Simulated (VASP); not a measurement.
# Hf (Hafnium) with r2SCAN + rVV10: from relaxation to properties

What structure and properties does r2SCAN + rVV10 give Hf (Hafnium), and how near are they to the measured ones? The steps: full relaxation (r2SCAN + rVV10), second relaxation, single point with fields (r2SCAN + rVV10), band structure (r2SCAN + rVV10), density of states (r2SCAN + rVV10), zone-centre phonons (r2SCAN + rVV10), volume scan with r2SCAN + rVV10, fit for r2SCAN + rVV10 and electric field gradients (r2SCAN + rVV10). The start is a cell from a database of measured crystal structures.

Main program and level: VASP 6.6.1; r2SCAN with rVV10; plane waves and PAW (Hf_pv).

Experimental background.

For Hf, hcp (alpha) (NaCl pressure medium), “Reinvestigation of high pressure polymorphism in Hafnium metal” (2014, arxiv:1405.0345) quotes earlier work: bulk modulus (B0, earlier experiment) 112.9 GPa [literature value from equation of state fit, at 22.30 A^3/atom; correlated with pressure …].

This is a report of a sequence of runs, with most program output left out.

**1. Starting point**

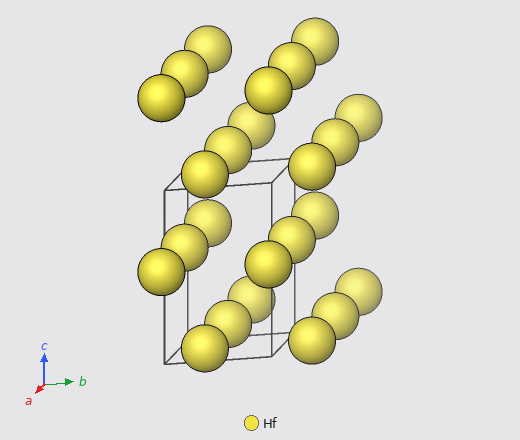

Start, viewed slightly off an axis; hafnium yellow. 3×2×2 cells are drawn.

Coordinates:

```cif
data_structure
_symmetry_space_group_name_H-M 'P6_3/mmc'
_symmetry_Int_Tables_number 194
_cell_length_a 3.1967
_cell_length_b 3.1967
_cell_length_c 5.0578
_cell_angle_alpha 90.000
_cell_angle_beta 90.000
_cell_angle_gamma 120.000
_cell_volume 44.76
loop_
_atom_site_label
_atom_site_type_symbol
_atom_site_symmetry_multiplicity
_atom_site_Wyckoff_symbol
_atom_site_fract_x
_atom_site_fract_y
_atom_site_fract_z
_atom_site_occupancy
Hf1 Hf 2 c 0.33333 0.66667 0.25000 1
```

**2. Full relaxation (r2SCAN + rVV10)**

The start need not lie at this functional's minimum. ISIF = 3 frees volume, shape and positions, and EDIFFG sets the threshold on forces and stress at which the search stops. r2SCAN adds the kinetic-energy density, costs more than a GGA and is run with LASPH. LUSE_VDW switches on a nonlocal correlation term for dispersion.

INCAR reads:

```
SYSTEM = Hf
PREC = Accurate
ENCUT = 400
EDIFF = 1E-06
NELM = 100
ISMEAR = 1
SIGMA = 0.2
LREAL = .FALSE.
ALGO = Normal
METAGGA = R2SCAN
LUSE_VDW = .TRUE.
IVDW_NL = 2
BPARAM = 11.95
CPARAM = 0.0093
LASPH = .TRUE.
NBANDS = 16
LORBIT = 11
LWAVE = .FALSE.
LCHARG = .FALSE.
KPAR = 2
IBRION = 2
NSW = 60
ISIF = 3
EDIFFG = -0.01
```

POSCAR reads:

```
Hf
1.0
    3.1967000000      0.0000000000      0.0000000000
   -1.5983500000      2.7684234083      0.0000000000
    0.0000000000      0.0000000000      5.0578000000
Hf
2
Direct
    0.3333333333      0.6666666667      0.2500000000
    0.6666666667      0.3333333333      0.7500000000
```

KPOINTS reads:

```
Automatic mesh
0
Gamma
8 8 5
0 0 0
```

The projector-augmented-wave data sets are Hf_pv (PBE family, release 64).

Command:

```
$ mpirun -np 2 vasp_std
```

Elapsed: 2.9 min, on 2 MPI ranks of Intel Xeon 6975P-C (Granite Rapids), shared host; peak memory 0.49 GiB; 5.2 min of CPU time.

The k-mesh is coarse for a metal. Harder data sets than Hf_pv exist (the GW ones), and pressures, volumes and forces can shift noticeably with them. The PAW data sets were made with PBE, which is usual practice but a small mismatch for other functionals. The run keeps the 24 symmetry operations of its start, so it cannot find a distortion of lower symmetry.

The steps of the relaxation:

```
step  energy less that of the first step (eV)  largest force (eV/Å)  pressure (GPa)  volume (Å³)
   1                                   0.0000                0.0000           -1.59        44.76
   2                                   0.0027                0.0000            2.30        43.34
   3                                  -0.0032                0.0000            0.01        44.16
   4                                  -0.0032                0.0000            0.03        44.15
   5                                  -0.0032                0.0000            0.01        44.16
```

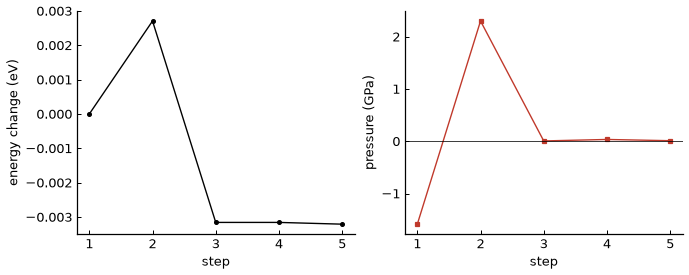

Energy and pressure along the relaxation.

```
conventional cell, symmetrised  before  after  change
                         a (Å)   3.197  3.186  -0.3 %
                         b (Å)   3.197  3.186  -0.3 %
                         c (Å)   5.058  5.022  -0.7 %
              volume (Å³/atom)   22.38  22.08  -1.3 %
```

The relaxed structure:

```xyz
2
Lattice="3.1864 0.0000 0.0000 -1.5932 2.7595 0.0000 0.0000 0.0000 5.0221" Properties=species:S:1:pos:R:3 pbc="T T T"
Hf    0.0000    1.8397    1.2555
Hf    1.5932    0.9198    3.7666
```

This step gave:

```
electrons                       : 20
bands                           : 16
irreducible k-points            : 30
symmetry operations             : 24
free energy (TOTEN)             : -89.9607 eV
energy at zero smearing         : -89.9639 eV
Fermi energy                    : 4.941 eV
pressure                        : 0.01081 GPa
metallic                        : yes
SCF cycles over all ionic steps : 37
```

It ends with forces that vanish by symmetry and a pressure of 0.01 GPa. The volume lies -1.3 % from that of the database's start, which holds the thermal and zero-point expansion of its experiment.

**3. Second relaxation**

A relaxation keeps the plane waves of the cell it began with, so it is repeated from the new cell, on a basis made for it.

INCAR is that of step 2.

POSCAR reads:

```
Hf
1.0
    3.1864262073      0.0000000000      0.0000000000
   -1.5932131036      2.7595260428      0.0000000000
    0.0000000000      0.0000000000      5.0220807124
Hf
2
Direct
    0.3333333333      0.6666666667      0.2500000000
    0.6666666667      0.3333333333      0.7500000000
```

KPOINTS is that of step 2.

Command:

```
$ mpirun -np 2 vasp_std
```

It took 43 s on 2 MPI ranks; peak memory 0.48 GiB.

Little changed from the start: no atom moved by 0.005 Å and no cell edge by 0.1 %.

This step gave:

```
free energy (TOTEN)             : -89.9604 eV
energy at zero smearing         : -89.9636 eV
pressure                        : 0.004352 GPa
SCF cycles over all ionic steps : 12
```

It ends with forces that vanish by symmetry and a pressure of 0.00 GPa. The volume moved by under 0.01 %: the run met its threshold at the first step.

**4. Single point with fields (r2SCAN + rVV10)**

The relaxed cell gets a fresh self-consistent run, on a basis set for its own volume, to fix the density and to check the remaining stress.

INCAR: that of step 3 with these lines changed.

```diff
@@ -18,7 +18,5 @@
 LWAVE = .FALSE.
-LCHARG = .FALSE.
-KPAR = 2
-IBRION = 2
-NSW = 60
-ISIF = 3
-EDIFFG = -0.01
+LCHARG = .TRUE.
+ISIF = 2
+LELF = .TRUE.
+LVHAR = .TRUE.
```

POSCAR is that of step 3.

KPOINTS is that of step 3.

Command:

```
$ mpirun -np 2 vasp_std
```

Wall time 28 s (2 MPI ranks); peak memory 0.37 GiB; 55 s of CPU time.

This step gave:

* SCF cycles: 12
* pressure: 0.004351 GPa

Valence electrons inside each PAW sphere by angular momentum. Sphere charges, by row:

```
atom  s (e)  p (e)  d (e)  tot (e)
 Hf1  0.406  6.432  1.525    8.362
 Hf2  0.406  6.432  1.525    8.362
```

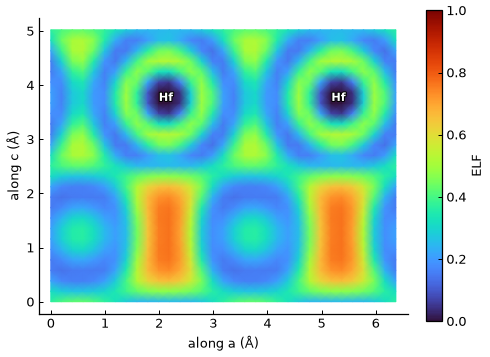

ELF in the ac plane at fractional y = 0.333, with atoms of Hf within 0.2 Å of it. It is the smooth field of the valence electrons, not physical close to the nuclei.

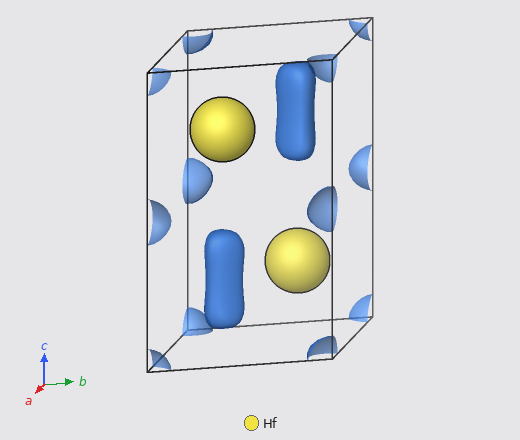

Surface of ELF = 0.69.

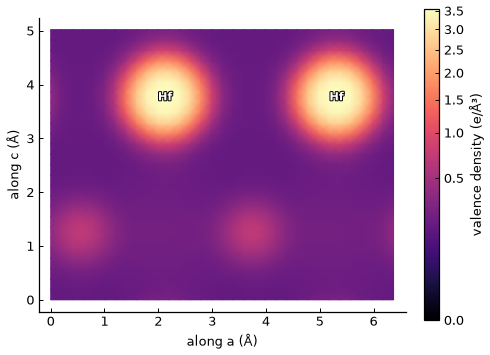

Valence density in the ac plane at fractional y = 0.333, with atoms of Hf within 0.2 Å of it. It is the smooth field of the valence electrons, not physical close to the nuclei. The colour scale is stretched toward low values.

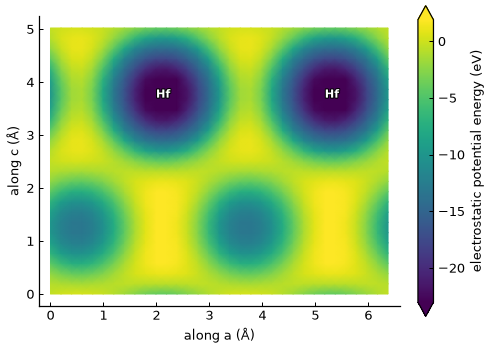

Electrostatic potential energy in the ac plane at fractional y = 0.333, with atoms of Hf within 0.2 Å of it. With pseudopotentials it is smooth inside the atoms' cores, unlike the true potential.

In this run the pressure is 0.00 GPa, small enough to go on.

**5. Band structure (r2SCAN + rVV10)**

Levels along the symmetry lines show where the bands peak and cross; KPOINTS_OPT computes them in the converged potential.

INCAR: that of step 4 with these lines changed.

```diff
@@ -15,8 +15,6 @@
 LASPH = .TRUE.
-NBANDS = 16
+NBANDS = 22
 LORBIT = 11
 LWAVE = .FALSE.
-LCHARG = .TRUE.
-ISIF = 2
-LELF = .TRUE.
-LVHAR = .TRUE.
+LCHARG = .FALSE.
+KPAR = 2
```

POSCAR is that of step 4.

KPOINTS is that of step 4.

KPOINTS_OPT reads:

```
Line mode
16
Line-mode
Reciprocal
  0.00000000   0.00000000   0.00000000 GAMMA
  0.50000000   0.00000000   0.00000000 M

  0.50000000   0.00000000   0.00000000 M
  0.33333333   0.33333333   0.00000000 K

  0.33333333   0.33333333   0.00000000 K
  0.00000000   0.00000000   0.00000000 GAMMA

  0.00000000   0.00000000   0.00000000 GAMMA
  0.00000000   0.00000000   0.50000000 A

  0.00000000   0.00000000   0.50000000 A
  0.50000000   0.00000000   0.50000000 L

  0.50000000   0.00000000   0.50000000 L
  0.33333333   0.33333333   0.50000000 H

  0.33333333   0.33333333   0.50000000 H
  0.00000000   0.00000000   0.50000000 A

  0.50000000   0.00000000   0.50000000 L
  0.50000000   0.00000000   0.00000000 M

  0.33333333   0.33333333   0.00000000 K
  0.33333333   0.33333333   0.50000000 H
```

Command:

```
$ mpirun -np 2 vasp_std
```

It took 84 s on 2 MPI ranks; peak memory 0.48 GiB.

Spin-orbit coupling is off here; with elements this heavy it splits and shifts levels by tenths of an eV or more.

Numbers from this step:

| Quantity | Value |
| --- | --- |
| bands | 22 |
| pressure | 0.003172 GPa |

The electronic bands at the labelled points (eV, zero at the Fermi level; # counts the bands kept):

```csv
point,#1,#2,#3,#4,#5,#6,#7,#8
Γ,-7.84,-3.91,0.45,1.30,1.30,1.65,2.20,2.20
M,-3.56,-2.93,-2.40,-1.04,0.92,0.93,1.84,6.25
K,-2.28,-2.00,-2.00,-1.64,0.41,0.41,2.26,5.57
Γ,-7.84,-3.91,0.45,1.30,1.30,1.65,2.20,2.20
A,-5.74,-5.74,0.14,0.14,1.19,1.19,1.19,1.19
L,-3.60,-3.60,-1.06,-1.06,1.09,1.09,2.87,2.87
H,-1.81,-1.81,-1.64,-1.64,-0.35,-0.35,2.78,2.78
A,-5.74,-5.74,0.14,0.14,1.19,1.19,1.19,1.19
jump to L,-3.60,-3.60,-1.06,-1.06,1.09,1.09,2.87,2.87
M,-3.56,-2.93,-2.40,-1.04,0.92,0.93,1.84,6.25
jump to K,-2.28,-2.00,-2.00,-1.64,0.41,0.41,2.26,5.57
H,-1.81,-1.81,-1.64,-1.64,-0.35,-0.35,2.78,2.78
```

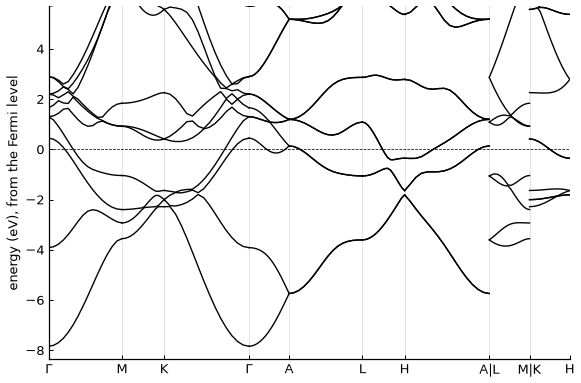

Electronic bands along the path.

There is no gap at this level.

**6. Density of states (r2SCAN + rVV10)**

A density of states needs more k-points than a total energy; ISMEAR = -5 takes tetrahedra, and LORBIT projects the states on the PAW spheres. The mesh is finer than in the run before.

INCAR: that of step 5 with these lines changed.

```diff
@@ -5,3 +5,3 @@
 NELM = 100
-ISMEAR = 1
+ISMEAR = -5
 SIGMA = 0.2
@@ -20 +20,2 @@
 KPAR = 2
+NEDOS = 2001
```

POSCAR is that of step 5.

KPOINTS reads:

```
Automatic mesh
0
Gamma
12 12 7
0 0 0
```

Command:

```
$ mpirun -np 2 vasp_std
```

The job ended after 64 s (2 MPI ranks; peak memory 0.54 GiB; 2.1 min of CPU time).

With tetrahedra the forces and stress of a metal are not exact derivatives of the energy.

This step gave:

- irreducible k-points: 76
- free energy (TOTEN): -89.9508 eV
- Fermi energy: 4.932 eV
- pressure: -0.1164 GPa
- DOS at the Fermi level: 1.239 states/eV/cell

The density of states has structure finer than the step of the table below, so its rows give means over 1 eV, whole bins alone (the curve runs from -12.0 to 2.65 eV). Peaks (eV: height): total -1.2: 3.88, -0.8: 3.11, 0.8: 3.42, 1.8: 3.33; Hf d -1.2: 1.88, -0.8: 1.53, 0.4: 1.95, 1.8: 2.32; Hf p -1.2: 0.686, -0.8: 0.577, 1.0: 0.551; Hf s -3.7: 0.306, -1.2: 0.0574, 1.0: 0.059.

States under -12.0 eV and over 2.6 eV are left out. Table of density of states by energy, zero at the Fermi level; means over each step; values in states/eV/cell:

```csv
energy (eV),total,Hf d,Hf p,Hf s
-9,0,0,0,0
-8,0.0124,0,2.2e-4,0.00530
-7,0.140,7.4e-4,0.00764,0.0565
-6,0.270,0.00642,0.0278,0.0992
-5,0.426,0.0324,0.0580,0.134
-4,0.983,0.217,0.112,0.226
-3,1.47,0.518,0.156,0.196
-2,1.65,0.788,0.201,0.0530
-1,2.49,1.21,0.446,0.0294
0,1.68,0.909,0.275,0.0143
1,2.92,1.72,0.424,0.0376
2,2.23,1.55,0.175,0.0167
```

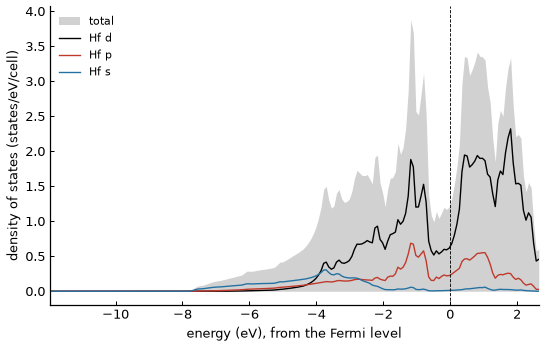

Density of states, plotted against energy.

The finer mesh and the other smearing move the Fermi level by -0.01 eV from the 8×8×5 run, a small shift, which tests the Fermi level alone. Of the states within 0.3 eV of the Fermi level, the largest shares in the PAW spheres are Hf d 52 % and Hf p 18 %. The rest lies in smaller channels or between the spheres.

**7. Zone-centre phonons (r2SCAN + rVV10)**

Zone-centre modes test whether the atoms sit at a minimum within this cell. IBRION = 6 takes the force constants from differences of forces between displaced cells, so the forces must be tight.

INCAR reads:

```
SYSTEM = Hf
PREC = Accurate
ENCUT = 400
EDIFF = 1E-08
NELM = 100
ISMEAR = 1
SIGMA = 0.2
LREAL = .FALSE.
ALGO = Normal
METAGGA = R2SCAN
LUSE_VDW = .TRUE.
IVDW_NL = 2
BPARAM = 11.95
CPARAM = 0.0093
LASPH = .TRUE.
NBANDS = 16
LORBIT = 11
LWAVE = .FALSE.
LCHARG = .FALSE.
KPAR = 2
IBRION = 6
NFREE = 2
POTIM = 0.015
ISIF = 2
NSW = 1
```

POSCAR is that of step 6.

KPOINTS reads:

```
Automatic mesh
0
Gamma
14 14 8
0 0 0
```

Command:

```
$ mpirun -np 2 vasp_std
```

Elapsed: 12 min, on 2 MPI ranks; peak memory 0.92 GiB; 21 min of CPU time.

The last energy, forces, stress and levels in OUTCAR belong to the last displaced cell, not to the cell of POSCAR.

This step gave:

```yaml
bands: 16
irreducible_k_points: 120
pressure_of_the_cell: -0.1736 GPa
largest_force_of_the_cell: 0 eV/Å
```

Modes at Γ:

| mode | frequency (cm⁻¹) | symmetry |
| --- | --- | --- |
| 1 | 0.0 | acoustic |
| 2 | 0.0 | acoustic |
| 3 | 0.0 | acoustic |
| 4 | 89.4 | E2g |
| 5 | 89.4 | E2g |
| 6 | 97.2 | Bg |

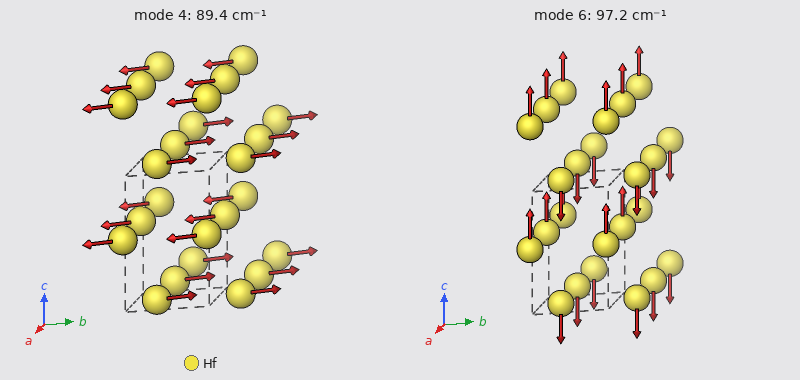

Displacement patterns of modes 4 and 6 at Γ; arrows are exaggerated. 3×2×2 cells are drawn.

The three acoustic modes come out at zero, and all others are real. By the characters of their eigenvectors the optical modes sort into (cm⁻¹) Raman active: E2g 89; silent: Bg 97. B labels carry no number here, since it depends on the setting of the axes. With a centre of inversion no mode is active in both.

**8. Volume scan with r2SCAN + rVV10**

An equation of state needs energies on both sides of the minimum, all on one mesh and cutoff.

INCAR: that of step 7 with these lines changed.

```diff
@@ -3,3 +3,3 @@
 ENCUT = 400
-EDIFF = 1E-08
+EDIFF = 1E-06
 NELM = 100
@@ -20,6 +20,2 @@
 KPAR = 2
-IBRION = 6
-NFREE = 2
-POTIM = 0.015
 ISIF = 2
-NSW = 1
```

POSCAR reads:

```
Hf
1.0
    3.1213788491      0.0000000000      0.0000000000
   -1.5606894245      2.7031933782      0.0000000000
    0.0000000000      0.0000000000      4.9195605027
Hf
2
Direct
    0.3333333333      0.6666666667      0.2500000000
    0.6666666667      0.3333333333      0.7500000000
```

KPOINTS reads:

```
Automatic mesh
0
Gamma
8 8 5
0 0 0
```

Command:

```
$ mpirun -np 2 vasp_std
```

It took 32 s on 2 MPI ranks; peak memory 0.39 GiB; 56 s of CPU time.

The scan keeps the cell's shape and the fractional positions fixed.

Numbers from this step:

| Item | Value |
| --- | --- |
| irreducible k-points | 30 |
| free energy (TOTEN) | -89.8949 eV |
| energy at zero smearing | -89.8965 eV |
| Fermi energy | 5.421 eV |
| pressure | 8.033 GPa |

The pressure here is 8.03 GPa.

**9. Volume scan with r2SCAN + rVV10 (run 2)**

INCAR is that of step 8.

POSCAR reads:

```
Hf
1.0
    3.1433611146      0.0000000000      0.0000000000
   -1.5716805572      2.7222305785      0.0000000000
    0.0000000000      0.0000000000      4.9542064365
Hf
2
Direct
    0.3333333333      0.6666666667      0.2500000000
    0.6666666667      0.3333333333      0.7500000000
```

KPOINTS is that of step 8.

Command:

```
$ mpirun -np 2 vasp_std
```

It took 42 s on 2 MPI ranks; peak memory 0.46 GiB; 73 s of CPU time.

Numbers from this step:

```yaml
free_energy_toten: -89.9317 eV
energy_at_zero_smearing: -89.9338 eV
fermi_energy: 5.258 eV
pressure: 5.142 GPa
```

The pressure falls from 8.03 to 5.14 GPa.

The run ends at a pressure of 5.14 GPa.

**10. Volume scan with r2SCAN + rVV10 (run 3)**

INCAR is that of step 9.

POSCAR reads:

```
Hf
1.0
    3.1650401521      0.0000000000      0.0000000000
   -1.5825200760      2.7410051757      0.0000000000
    0.0000000000      0.0000000000      4.9883744571
Hf
2
Direct
    0.3333333333      0.6666666667      0.2500000000
    0.6666666667      0.3333333333      0.7500000000
```

KPOINTS is that of step 9.

Command:

```
$ mpirun -np 2 vasp_std
```

Run time: 44 s. Hardware: 2 MPI ranks; peak memory 0.48 GiB; 77 s of CPU time.

The pressure falls from 5.14 to 2.47 GPa.

The run ends at a pressure of 2.47 GPa.

**11. Volume scan with r2SCAN + rVV10 (run 4)**

INCAR is that of step 10.

POSCAR reads:

```
Hf
1.0
    3.1864262073      0.0000000000      0.0000000000
   -1.5932131036      2.7595260428      0.0000000000
    0.0000000000      0.0000000000      5.0220807124
Hf
2
Direct
    0.3333333333      0.6666666667      0.2500000000
    0.6666666667      0.3333333333      0.7500000000
```

KPOINTS is that of step 10.

Command:

```
$ mpirun -np 2 vasp_std
```

It took 46 s on 2 MPI ranks; peak memory 0.48 GiB.

The pressure falls from 2.47 to 0.00 GPa.

The run ends at a pressure of 0.00 GPa.

**12. Volume scan with r2SCAN + rVV10 (run 5)**

INCAR is that of step 11.

POSCAR reads:

```
Hf
1.0
    3.2075289826      0.0000000000      0.0000000000
   -1.6037644913      2.7778015823      0.0000000000
    0.0000000000      0.0000000000      5.0553404943
Hf
2
Direct
    0.3333333333      0.6666666667      0.2500000000
    0.6666666667      0.3333333333      0.7500000000
```

KPOINTS is that of step 11.

Command:

```
$ mpirun -np 2 vasp_std
```

The job ended after 43 s (2 MPI ranks; peak memory 0.47 GiB).

The pressure falls from 0.00 to -2.27 GPa.

The run ends at a pressure of -2.27 GPa.

**13. Volume scan with r2SCAN + rVV10 (run 6)**

INCAR is that of step 12.

POSCAR reads:

```
Hf
1.0
    3.2283576765      0.0000000000      0.0000000000
   -1.6141788382      2.7958397603      0.0000000000
    0.0000000000      0.0000000000      5.0881683005
Hf
2
Direct
    0.3333333333      0.6666666667      0.2500000000
    0.6666666667      0.3333333333      0.7500000000
```

KPOINTS is that of step 12.

Command:

```
$ mpirun -np 2 vasp_std
```

Elapsed: 38 s, on 2 MPI ranks; peak memory 0.48 GiB; 66 s of CPU time.

The pressure falls from -2.27 to -4.34 GPa.

The run ends at a pressure of -4.34 GPa.

(Part 1 of 2 ends here.)

[Lines on the potential files, build, host, timing and source positions are cut from VASP's logs without a mark.]

[Logs are printed without paths, hosts, clocks, repeated set-up lines and the standing remarks that a program may print on its own settings, such as how far it seeks lower states.]

[Hosts, paths, dates, database ids (printed as entryN), source tags and the programs' standing remarks are cut or masked in the printed files.]

[A measured line is paired with the nearest computed mode of its activity, which favours agreement.]
